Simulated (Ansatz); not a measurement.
**Molecular dynamics of Si$_{5}$H$_{13}$Cl (part 2 of 2)**

Si$_{5}$H$_{13}$Cl; RKS PBE0-D4/def2-SVP (Ansatz 0.2.0). Some settings of this run were made unusual or wrong on purpose.

Geometry of the input (Å):
```
Si -0.8204  2.8917  1.9041
Cl -2.5923  2.0488  1.2911
H  -0.8270  -0.7471  1.1633
Si -0.0383  -0.9234  -0.0892
Si -0.5844  0.7358  -1.6427
Si 2.2430  -0.7906  0.4014
Si -0.5075  -3.0203  -1.0094
H  0.2414  1.8628  1.8225
H  -0.5088  4.0323  1.0138
H  -0.9882  3.3520  3.3013
H  -0.2178  2.0879  -1.1398
H  -2.0331  0.7174  -1.9725
H  0.1930  0.4818  -2.8867
H  2.5899  0.5445  0.9605
H  2.6360  -1.8337  1.3870
H  3.0277  -0.9967  -0.8459
H  -1.9512  -3.1371  -1.3492
H  -0.1513  -4.1062  -0.0565
H  0.2894  -3.2001  -2.2531
```

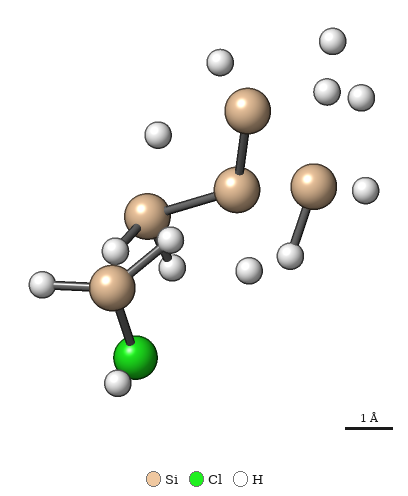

Fig. 1: The geometry at step 15 of the log (ball-and-stick view, seen at a tilt).

## Trajectory as extended XYZ, continued
```
19
Properties=species:S:1:pos:R:3:forces:R:3 step=5 time_fs=2.5 energy=-52078.01684 temperature=15417.7
Si   -0.7386    2.9003    1.8690   -7.3683   6.8424   1.9022
Cl   -2.5991    2.1022    1.3316    0.2767  -0.2560  -0.2290
H    -0.9951   -0.6157    1.3187    1.4658  -0.5987  -1.7751
Si    0.0356   -0.8878   -0.1021   -2.0983   0.5305   0.9950
Si   -0.6840    0.6961   -1.6544   -5.8244  -0.2609   5.1514
Si    2.2656   -0.8023    0.4111    2.0684  -1.3076  -1.6639
Si   -0.5570   -3.0355   -1.0508    3.8291  -1.0013   2.2169
H     0.1207    1.9738    1.8859    4.8671  -4.6864   0.1097
H    -0.6381    4.1322    0.9008    0.4960  -1.0395   0.9000
H    -1.3926    3.5209    3.5853    1.7227  -0.9146  -2.7160
H    -0.4952    1.9318   -0.9946    0.2904   1.7657   0.2810
H    -2.2279    0.4409   -1.9155    1.3862   0.2997  -0.0162
H     0.1087    0.3601   -2.5694    4.3076  -1.3228  -5.7458
H     3.1699    0.5586    1.0840   -1.2740  -2.4602  -0.9361
H     2.3083   -2.3336    0.5741    0.2435   0.6048   1.9687
H     3.0487   -1.9018   -0.9277   -0.7657   2.5505   0.8880
H    -2.0236   -2.8619   -1.2180   -0.0779  -0.6009  -0.2436
H     0.1213   -3.8053    0.6487   -1.4372   0.6769  -2.7346
H     0.5680   -3.7374   -2.2350   -2.1077   1.1784   1.6472
19
Properties=species:S:1:pos:R:3:forces:R:3 step=8 time_fs=4.0 energy=-52072.29596 temperature=12414.5
Si   -0.6958    2.9095    1.8509   -7.3108   6.0802   1.3036
Cl   -2.6066    2.1326    1.3524    0.6340  -0.2632  -0.2632
H    -1.0632   -0.5712    1.3710    1.8448  -0.7368  -1.9608
Si    0.0772   -0.8687   -0.1096   -2.5996   0.2850   0.9306
Si   -0.7482    0.6777   -1.6545   -3.9802  -1.5759   2.4387
Si    2.2852   -0.8096    0.4143    1.8472  -1.8147  -0.7238
Si   -0.5833   -3.0463   -1.0741    3.5671  -0.3688   2.3287
H     0.1593    1.9364    1.9310    3.8249  -3.6343   0.2341
H    -0.6888    4.1776    0.8499    0.7634  -1.4572   1.2016
H    -1.6039    3.5715    3.6843    2.0704  -0.7939  -2.4995
H    -0.6514    1.8630   -0.9119    0.2772   2.0644   0.3200
H    -2.3009    0.2979   -1.8887    1.7210   0.4827  -0.1125
H     0.2005    0.2532   -2.5057    2.2961  -0.3760  -3.1401
H     3.4842    0.4766    1.1157   -1.8255  -2.5085  -1.1479
H     2.1090   -2.6099    0.1808    0.9539   1.6393   1.4664
H     3.0480   -2.3912   -0.9760   -0.8344   2.0301   0.9161
H    -2.0757   -2.7090   -1.1283    0.4339  -0.8826  -0.3718
H     0.2547   -3.6006    0.9922   -1.1796   0.1615  -2.5446
H     0.6991   -4.0283   -2.2076   -2.5038   1.6687   1.6242
19
Properties=species:S:1:pos:R:3:forces:R:3 step=10 time_fs=5.0 energy=-52069.65503 temperature=11351.4
Si   -0.6676    2.9187    1.8403   -5.8109   3.7814   1.3065
Cl   -2.6116    2.1512    1.3658    0.8688  -0.2769  -0.2831
H    -1.0853   -0.5479    1.3824    1.9834  -0.7735  -1.9268
Si    0.1041   -0.8559   -0.1158   -2.7277   0.0735   0.7577
Si   -0.7925    0.6645   -1.6529   -1.7108  -2.3478   0.6646
Si    2.3006   -0.8141    0.4151    1.6652  -0.9222   0.6539
Si   -0.5971   -3.0532   -1.0894    2.9805   0.0794   2.2776
H     0.2352    1.8758    1.9731    1.8370  -1.4243   0.0406
H    -0.7177    4.1901    0.8376    0.9265  -1.4877   1.1824
H    -1.7196    3.5888    3.7168    2.1603  -0.6727  -2.2578
H    -0.7607    1.8348   -0.8486    0.2428   1.6910   0.0572
H    -2.3351    0.2067   -1.8689    1.7815   0.6035  -0.1889
H     0.2980    0.1753   -2.5040    0.0514   0.6587  -1.1515
H     3.6664    0.3856    1.1143   -2.0479  -2.1681  -1.4022
H     2.0014   -2.7680   -0.0579    1.9815   1.2531   0.3440
H     3.0385   -2.6980   -0.9962   -1.6321   1.1898   1.2722
H    -2.1021   -2.6213   -1.0708    0.7051  -1.0417  -0.4774
H     0.3338   -3.4676    1.1778   -0.8002  -0.0074  -2.2535
H     0.7553   -4.2043   -2.1767   -2.4545   1.7920   1.3846
19
Properties=species:S:1:pos:R:3:forces:R:3 step=12 time_fs=6.0 energy=-52067.66611 temperature=10689.3
Si   -0.6412    2.9297    1.8323   -4.6216   1.8439   1.5318
Cl   -2.6176    2.1689    1.3787    1.0503  -0.3203  -0.3101
H    -1.0861   -0.5261    1.3797    2.1141  -0.7240  -1.8069
Si    0.1315   -0.8443   -0.1228   -3.2400   0.4938   0.2681
Si   -0.8380    0.6506   -1.6518   -0.2293  -2.6499   0.0685
Si    2.3170   -0.8170    0.4145    2.0353  -0.6637   3.0354
Si   -0.6104   -3.0614   -1.1053    2.6491   0.4415   2.0596
H     0.3205    1.8072    2.0253    0.2635   0.3386  -0.2697
H    -0.7444    4.1892    0.8312    1.0637  -1.3999   1.0782
H    -1.8191    3.5945    3.7139    2.2367  -0.5552  -2.0283
H    -0.8817    1.8155   -0.7776    0.2626   1.0311  -0.3879
H    -2.3527    0.1052   -1.8473    1.6921   0.7520  -0.3539
H     0.4091    0.1035   -2.5127   -1.4813   1.3260  -0.0687
H     3.8215    0.2786    1.0977   -2.1356  -0.9606  -1.6949
H     1.9270   -2.9119   -0.2836    3.3782   0.1560  -1.4641
H     3.0095   -2.9877   -1.0071   -3.0757   0.2855   1.6146
H    -2.1187   -2.5482   -1.0270    0.8705  -1.1903  -0.4677
H     0.4006   -3.3344    1.3474   -0.4292   0.0322  -1.8370
H     0.7966   -4.3650   -2.1231   -2.4034   1.7634   1.0329
19
Properties=species:S:1:pos:R:3:forces:R:3 step=15 time_fs=7.5 energy=-52066.20910 temperature=9872.3
Si   -0.6015    2.9478    1.8180   -3.6586  -0.0256   2.0205
Cl   -2.6272    2.1932    1.3968    1.2314  -0.3352  -0.3775
H    -1.0422   -0.4923    1.3496    1.8864  -0.7634  -1.7943
Si    0.1719   -0.8264   -0.1352   -3.7735   0.7003   1.3345
Si   -0.9043    0.6298   -1.6481    0.8076  -1.8634   0.4700
Si    2.3418   -0.8188    0.4118    3.2030  -0.8825   1.5974
Si   -0.6303   -3.0748   -1.1273    2.2462   0.7483   1.8180
H     0.4593    1.7048    2.0947   -1.0791   1.7872  -0.7121
H    -0.7601    4.1680    0.8170    1.1562  -1.1138   0.8202
H    -1.9336    3.5934    3.6732    2.3351  -0.3960  -1.7389
H    -1.0733    1.8038   -0.6665    0.3813  -0.0172  -1.1657
H    -2.3530   -0.0445   -1.8126    1.5082   0.7240  -0.4572
H     0.5477    0.0169   -2.5311   -2.2664   1.5587   0.2630
H     3.9817    0.1166    1.0318   -2.5262  -0.1777  -0.8126
H     1.8827   -3.1502   -0.6423    4.3565  -1.3030  -1.3738
H     2.9024   -3.4173   -0.9836   -4.1986   0.9109   1.2705
H    -2.1336   -2.4733   -0.9723    0.9081  -1.3291  -0.4953
H     0.5066   -3.1390    1.5520   -0.2242   0.1616  -1.3784
H     0.8293   -4.5683   -2.0312   -2.2933   1.6159   0.7118
19
Properties=species:S:1:pos:R:3:forces:R:3 step=18 time_fs=9.0 energy=-52065.49379 temperature=9845.8
Si   -0.5654    2.9648    1.8008   -3.4056  -0.9944   2.6253
Cl   -2.6364    2.2177    1.4155    1.2892  -0.3807  -0.5123
H    -0.9751   -0.4486    1.3012    1.7050  -0.7817  -1.6883
Si    0.2088   -0.8067   -0.1440   -3.5753   0.6512   2.0240
Si   -0.9713    0.6084   -1.6449    1.7520  -1.2810   0.7352
Si    2.3695   -0.8180    0.4100    3.0148  -1.1170   0.7433
Si   -0.6505   -3.0926   -1.1449    1.7001   0.8737   1.6453
H     0.5799    1.6356    2.1404   -1.5167   2.1510  -0.9437
H    -0.7502    4.1304    0.8163    1.1268  -0.5933   0.3422
H    -2.0070    3.5743    3.5826    2.4899  -0.2580  -1.5162
H    -1.2480    1.7910   -0.5879    0.5013  -0.6507  -1.5933
H    -2.3084   -0.1787   -1.7893    1.0042   0.5882  -0.5236
H     0.6200   -0.0261   -2.5554   -2.6199   1.5533   0.4244
H     4.0870   -0.0486    0.9535   -2.7433  -0.1659  -0.5053
H     1.9329   -3.4401   -1.0254    2.6547  -1.2680   0.3462
H     2.7210   -3.8290   -0.9288   -2.2888   1.1496  -0.2904
H    -2.1431   -2.4441   -0.9124    0.8206  -1.2429  -0.5667
H     0.5998   -2.9439    1.7300    0.1464   0.3877  -1.1609
H     0.8257   -4.7404   -1.9280   -2.0554   1.3791   0.4148
19
Properties=species:S:1:pos:R:3:forces:R:3 step=20 time_fs=10.0 energy=-52065.14443 temperature=9933.4
Si   -0.5434    2.9761    1.7916   -3.2799  -1.4748   3.0553
Cl   -2.6412    2.2341    1.4284    1.2600  -0.4435  -0.6396
H    -0.9204   -0.4240    1.2530    1.5254  -0.8819  -1.5315
Si    0.2298   -0.7939   -0.1469   -3.2024   0.7045   2.2568
Si   -1.0149    0.5945   -1.6408    2.3968  -0.8437   0.8428
Si    2.3893   -0.8175    0.4095    2.5689  -0.9051   0.3763
Si   -0.6637   -3.1032   -1.1538    1.4173   0.8328   1.5214
H     0.6455    1.6124    2.1482   -1.6504   2.2110  -1.0224
H    -0.7304    4.1069    0.8178    1.0488  -0.2031  -0.0228
H    -2.0259    3.5560    3.5025    2.6342  -0.1771  -1.4068
H    -1.3589    1.7753   -0.5654    0.5344  -0.7947  -1.6747
H    -2.2642   -0.2579   -1.7829    0.4881   0.2986  -0.5463
H     0.6433   -0.0299   -2.5753   -2.5728   1.4588   0.4225
H     4.1224   -0.1674    0.8983   -2.8972  -0.3037  -0.3593
H     1.9991   -3.6651   -1.2907    1.2527  -0.7774   0.7806
H     2.5605   -4.0782   -0.8765   -0.7553   0.7102  -0.6757
H    -2.1406   -2.4465   -0.8692    0.6608  -1.0959  -0.5508
H     0.6578   -2.7961    1.8383    0.4576   0.5248  -1.0490
H     0.7965   -4.8357   -1.8591   -1.8870   1.1603   0.2232
19
Properties=species:S:1:pos:R:3:forces:R:3 step=22 time_fs=11.0 energy=-52065.00538 temperature=9765.0
Si   -0.5222    2.9869    1.7836   -3.1008  -1.9357   3.6149
Cl   -2.6449    2.2514    1.4407    1.2154  -0.5827  -0.8169
H    -0.8531   -0.4072    1.1990    1.4644  -1.0428  -1.2858
Si    0.2492   -0.7800   -0.1489   -2.6452   0.3404   2.0238
Si   -1.0564    0.5799   -1.6355    3.1111  -0.5102   0.7502
Si    2.4111   -0.8160    0.4094    1.6254  -0.2948   0.9229
Si   -0.6782   -3.1129   -1.1633    1.0656   1.2635   0.0960
H     0.7003    1.6061    2.1444   -1.7417   2.2020  -1.0686
H    -0.7085    4.0817    0.8241    0.9384   0.2814  -0.4986
H    -2.0224    3.5310    3.4094    2.8018  -0.1002  -1.3181
H    -1.4674    1.7460   -0.5696    0.5732  -0.7355  -1.6478
H    -2.2075   -0.3302   -1.7701   -0.2071  -0.1904  -0.5714
H     0.6458   -0.0240   -2.5962   -2.5254   1.5064   0.5110
H     4.1342   -0.2817    0.8318   -2.8916  -0.6876  -0.4674
H     2.0882   -3.9024   -1.5414    1.1547  -1.3033   2.2284
H     2.3773   -4.3203   -0.8240   -0.4844   1.2949  -2.1365
H    -2.1375   -2.4640   -0.8297    0.5331  -1.1966  -0.0008
H     0.7159   -2.6415    1.9435    0.9866   0.8016  -0.9097
H     0.7552   -4.9077   -1.7956   -1.8733   0.8896   0.5744
19
Properties=species:S:1:pos:R:3:forces:R:3 step=25 time_fs=12.5 energy=-52064.76483 temperature=10261.8
Si   -0.4944    2.9987    1.7742   -2.8986  -2.5543   4.3797
Cl   -2.6467    2.2764    1.4571    1.0264  -0.7572  -0.9982
H    -0.7160   -0.3967    1.0869    1.1955  -0.9866  -0.4970
Si    0.2778   -0.7616   -0.1498   -2.0127   0.1759   1.0565
Si   -1.1166    0.5580   -1.6267    4.0334   0.0413   0.4221
Si    2.4483   -0.8131    0.4106    0.7038  -0.3532   1.6531
Si   -0.7021   -3.1249   -1.1753    1.0597   1.0462  -0.3521
H     0.7689    1.6251    2.1290   -1.8866   2.1785  -1.0572
H    -0.6518    4.0317    0.8118    0.7820   0.9749  -1.2313
H    -1.9748    3.4792    3.2372    3.1253   0.0095  -1.2019
H    -1.6127    1.6966   -0.6114    0.6145  -0.5238  -1.4181
H    -2.1135   -0.4433   -1.7434   -1.1246  -0.9876  -0.6527
H     0.6147   -0.0078   -2.6178   -2.6078   1.4871   0.5687
H     4.1056   -0.4547    0.7144   -2.5472  -0.5530  -0.4981
H     2.2536   -4.2951   -1.8517   -0.3017  -1.4443   4.3849
H     2.0722   -4.6509   -0.7900    0.9987   1.4114  -4.5610
H    -2.1271   -2.5122   -0.7771    0.3485  -1.1586   0.1405
H     0.8216   -2.3752    2.1000    1.3340   0.8870  -1.0291
H     0.6806   -5.0106   -1.6885   -1.8427   1.1068   0.8910
```

## Outcome

| quantity | value |
| --- | --- |
| outcome | finished |
| mean temperature over the second half | 10003 K |
| trajectory | 25 steps, 12.5 fs |
| ensemble | nvt_langevin |
| temperature in the input | 20000 K |
| time step | 0.5 fs |
| potential energy (last step) | −52064.7649 eV |
| mean-field energy (last step) | −52064.0623 eV |
| dispersion energy (last step) | −0.7026 eV |
| SCF solution under orbital rotations (last step) | stable |
| largest force (length of the vector) (last step) | 5.840 eV/Å |
| dipole moment (last step) | 3.94 D |
| wall time | 79 s (CPU time 1.7 min) |
| peak memory | 1.2 GiB |

## Diagnosis

A setting was made wrong on purpose: far too hot. The run converged all the same; its numbers are those of the faulty input and shouldn't be used. So short a trajectory is not equilibrated. The logged temperature at the start can lie below the typed one, since it is counted over all degrees of freedom. The temperature stays far from the 20000 K of the thermostat over the second half: the run isn't equilibrated.
